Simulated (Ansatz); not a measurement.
## Electronic structure of AlCl$_{2}$FH$_{2}$O in real space

The calculation's input:

```
crystal:
  periodic: [false, false, false]
  atoms:
    - { symbol: Al, position_ang: [0.156617, -0.515141, -0.507055] }
    - { symbol: Cl, position_ang: [0.129405, 0.002524, 2.876982] }
    - { symbol: Cl, position_ang: [1.885187, 0.501617, -1.01461] }
    - { symbol: F, position_ang: [-1.330524, 0.030199, -0.981074] }
    - { symbol: O, position_ang: [0.284289, -2.059493, 0.301723] }
    - { symbol: H, position_ang: [-0.473165, -2.652699, 0.324376] }
    - { symbol: H, position_ang: [0.37079, -1.189008, 2.325557] }
basis:
  gaussian: { orbitals: def2-SVP }
hamiltonian:
  xc: pbe0
relax:
  f_tol: 0.03
  max_steps: 50
output:
  orbitals: {}
```

Launched as:

```sh
ansatz run input.yaml --threads 2 --pin off --max-ram 3072MiB --backend cpu --events-out ev --progress --plain --runs-dir out
```

The fields are those of the run's last geometry, not of the input's.

These are results of RKS PBE0/def2-SVP in Ansatz 0.2.0, not measurements.

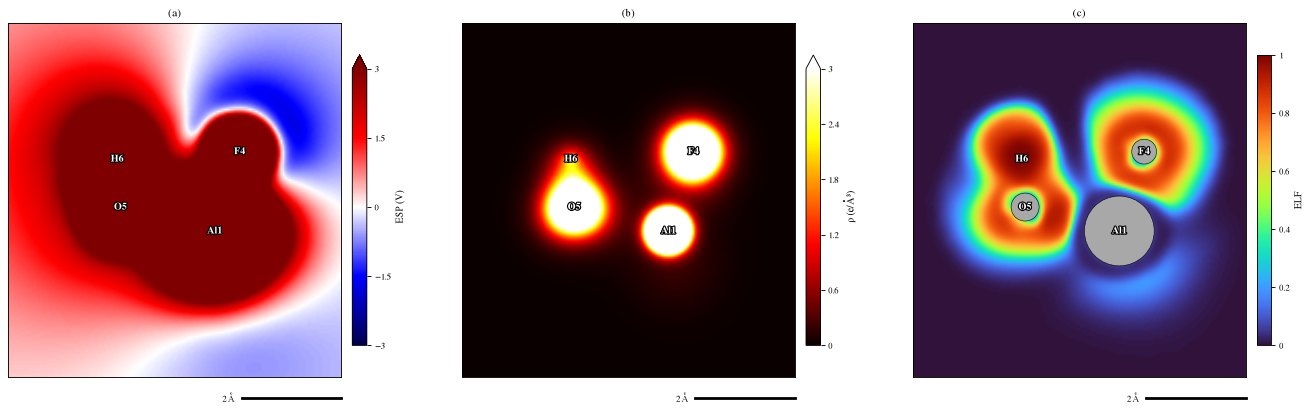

Figure 1. (a) electrostatic potential; (b) total electron density; (c) ELF on the plane of atoms F4, Al1 and O5. Grey discs cover the atomic cores in the ELF map.

Q: Read the bonding off the picture.

A:
- Atoms in the plane: Al, F, O and H.
- Al–F (1.67 Å): ρ is about 0.78 e/Å³ halfway; the ELF peaks at about 0.85 in the valence shell of F, 0.6 Å from its nucleus, and is about 0.30 at the midpoint.
- Al–O (1.96 Å): ρ is about 0.47 e/Å³ halfway; the ELF peaks at about 0.90 in the valence shell of O, 0.7 Å from its nucleus, and is about 0.55 at the midpoint.
- O–H (0.97 Å): the density is about 3.7 e/Å³ at the midpoint; the ELF climbs to about 1 towards the hydrogen, as it does in any bond to H (an ordinary covalent bond to hydrogen).
- The ELF also peaks beside F4, away from the bonds: lone-pair regions.
- Outside the dense part of the molecule the potential is most negative (−1.7 V) near F4.

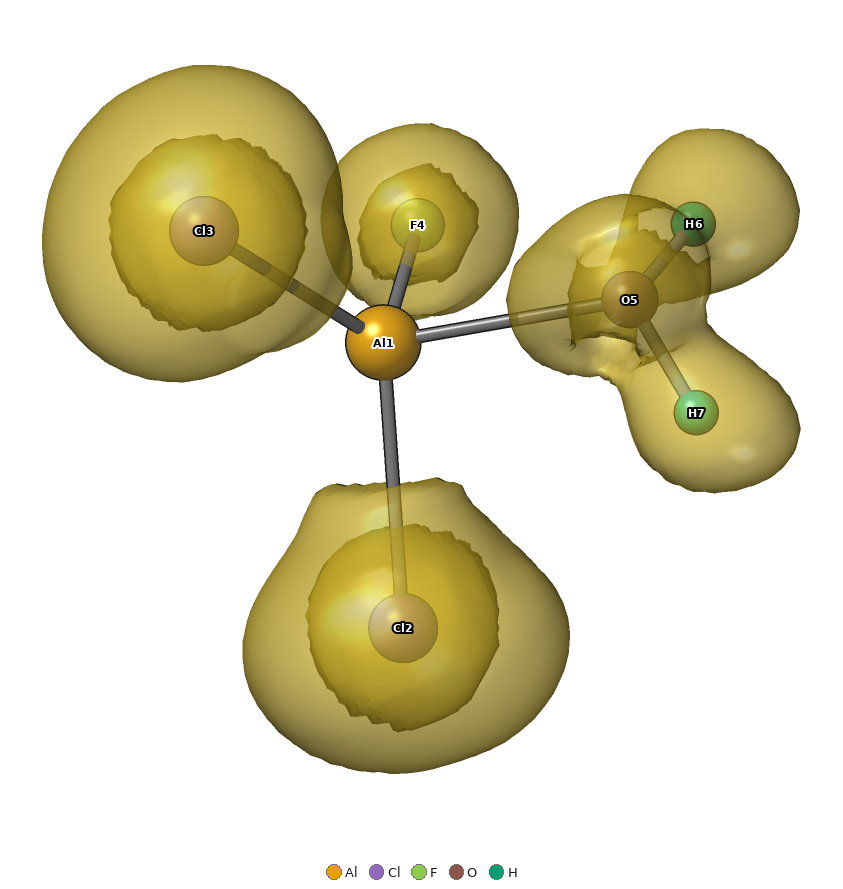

Figure 2. Isosurface of the electron localisation function at 0.8 (yellow), seen across its widest extent. Core shells and regions of very low density are left out.

Q: Where are the electrons localised?

A: The ELF exceeds this value in two regions on Cl in which the atom's valence shell and bonds are merged, one region wrapped around F (its valence shell) and one joined region spread over several atoms (H, O), in which their bonds and any lone pairs are merged.

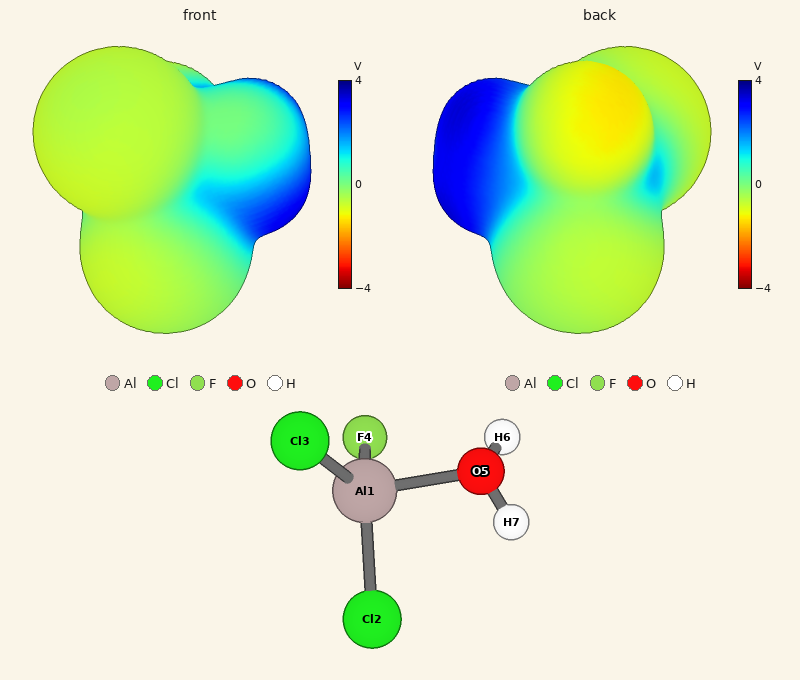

Figure 3. The molecular electrostatic potential painted on the density surface at 0.001 e/bohr³, seen from the front and from behind; red is negative and blue positive. The bare structure is drawn below in the same view.

Q: Where is the surface potential most negative and most positive?

A: The most negative region (about −1.3 V, or −30 kcal/mol for a unit charge) lies over F4, the most positive (about +3.3 V, or +76 kcal/mol for a unit charge) over H6 and H7.
